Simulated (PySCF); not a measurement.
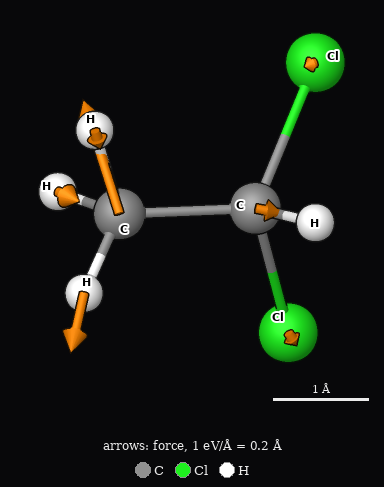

Starting geometry of C2H4Cl2 with the computed forces as orange arrows. Style: ball-and-stick. Shown at a tilt.

The start comes from MMFF94s. Its atoms were then displaced at random by about 0.03 Å.

Computed with PySCF, PBE0-D3(BJ)/def2-SVP geometry optimisation, gas phase. 

Q: What follows when this structure is relaxed?

A: It isn't relaxed: the largest force vector, on a C atom, is 6.58 eV/Å. The final displacements follow the starting forces only in part (cosine between the two patterns 0.66). The energy falls by 0.428 eV in 7 geometry steps. A C atom moves most after the best rigid fit: 0.092 Å. Largest moves by element: C 0.092 Å, Cl 0.081 Å, H 0.046 Å. Near-neighbour distances that change, for instance: C–H 1.016 → 1.099 Å, C–H 1.164 → 1.099 Å, C–C 1.462 → 1.506 Å, C–Cl 1.816 → 1.783 Å. Bond angles that change, for instance: C–C–H 118.5° → 109.8°, H–C–H 102.0° → 108.9°, C–C–Cl 117.0° → 110.8°.
